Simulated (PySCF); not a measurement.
S²⁺: atomic calculation

S²⁺, configuration 1s2 2s2 2p6 3s2 3p2, multiplicity 3. Computed at this level: unrestricted PBE, dyall-acv3z, non-relativistic, point nucleus (PySCF).

## Input file
```python
from pyscf import gto, scf, dft, mp, cc
import basis_set_exchange as bse
mol = gto.M(atom="S 0 0 0", charge=2, spin=2, symmetry="D2h",
            basis=gto.basis.parse(bse.get_basis("dyall-acv3z", elements=["S"], fmt="nwchem")))
mf = dft.UKS(mol, xc="PBE")
mf.irrep_nelec = {'Ag': (3, 3), 'B1u': (2, 1), 'B2u': (2, 1), 'B3u': (1, 1)}
mf.kernel()
```

The script is an equivalent of what the driver set up; the driver started from orbitals of its own, so the log can be shorter than this script's would be, and it computed the properties (radii, ⟨L²⟩, response) afterwards. It held the occupations shell by shell, which the script's counts by irreducible representation don't always enforce.

Hardware: 1 CPU thread, shared host.

## Log (extracts)
```
damping factor = 0
level_shift factor = 0
DIIS = <class 'pyscf.scf.diis.CDIIS'>
diis_start_cycle = 1
diis_space = 10
diis_damp = 0
SCF conv_tol = 1e-09
SCF conv_tol_grad = None
number electrons alpha = 8  beta = 6
XC functionals = PBE
    J. P. Perdew, K. Burke, and M. Ernzerhof.,  Phys. Rev. Lett. 77, 3865 (1996)
    J. P. Perdew, K. Burke, and M. Ernzerhof.,  Phys. Rev. Lett. 78, 1396 (1997)
    J. P. Perdew, K. Burke, and M. Ernzerhof.,  Phys. Rev. Lett. 77, 3865 (1996)
    J. P. Perdew, K. Burke, and M. Ernzerhof.,  Phys. Rev. Lett. 78, 1396 (1997)
cycle= 1 E= -396.712028349411  delta_E= -0.0109  |g|= 0.0177  |ddm|= 0.126
cycle= 2 E= -396.712099480053  delta_E= -7.11e-05  |g|= 0.00487  |ddm|= 0.0109
cycle= 3 E= -396.712102173947  delta_E= -2.69e-06  |g|= 0.000859  |ddm|= 0.00133
cycle= 4 E= -396.712102378095  delta_E= -2.04e-07  |g|= 0.000128  |ddm|= 0.000489
cycle= 5 E= -396.712102383616  delta_E= -5.52e-09  |g|= 2.58e-05  |ddm|= 0.000121
cycle= 6 E= -396.712102383741  delta_E= -1.25e-10  |g|= 7.66e-07  |ddm|= 1.77e-05
converged SCF energy = -396.712102383741  <S^2> = 2.0031122  2S+1 = 3.0020741
```

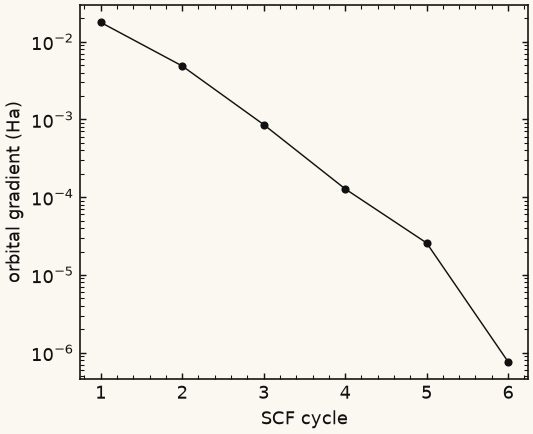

*Convergence: orbital gradient against the SCF cycle.*

The residual falls at every step. It goes from 0.018 to 7.7×10⁻⁷ in 6 steps.

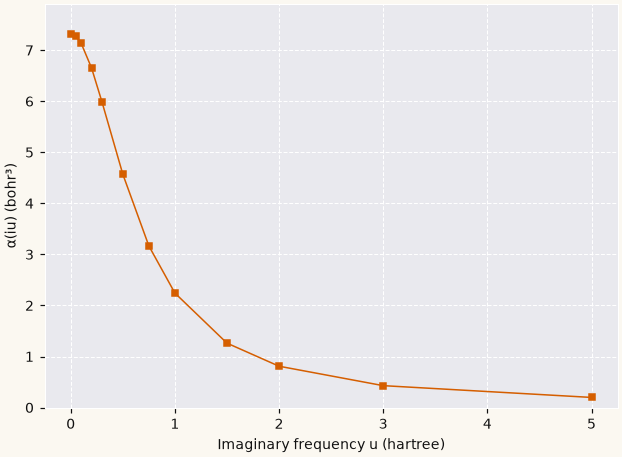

*Dipole polarisability at imaginary frequency of S²⁺ ([Ne] 3s² 3p²). Coupled response at the PBE level; PySCF, dyall-acv3z, non-relativistic, unrestricted single determinants, no spin-orbit coupling.*

The static dipole polarisability is 7.32 bohr³; α(iu) falls to half of it near u = 0.65 hartree. The Casimir–Polder integral gives C₆ = 26.5 hartree bohr⁶ for two such species.

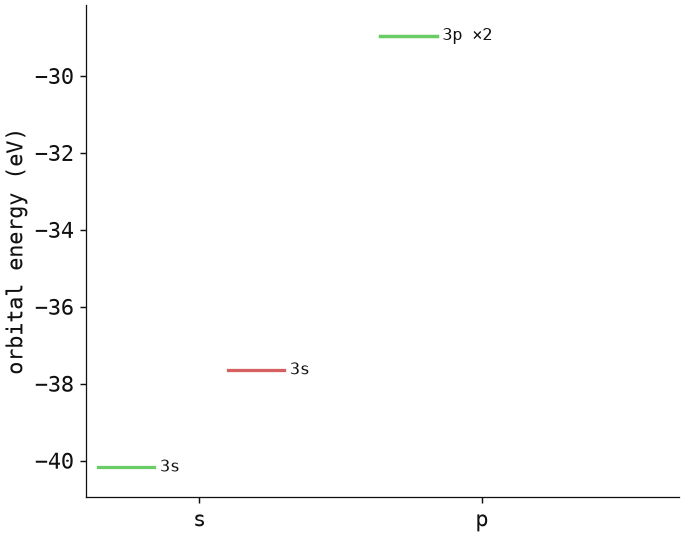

*Orbital energies of the mean field, from the top down to −40.2 eV, by angular momentum, α spin at the left of each column and β at the right; ×n counts the orbitals under one label.*

The highest filled orbital is 3p α at −29.0 eV, the lowest empty one p α at −28.7 eV.

## Key numbers

| quantity | value |
| --- | --- |
| outcome | converged |
| total energy | −396.712102 hartree |
| kinetic energy | 396.256508 hartree |
| ⟨S²⟩ | 2.003 |
| ⟨L²⟩ | 2.01 |
| static polarisability | 7.32 bohr³ |
| C₆ of the like pair | 26.5 hartree bohr⁶ |
| SCF iterations | 6 |
| CPU time | 19 s (integrals apart) |
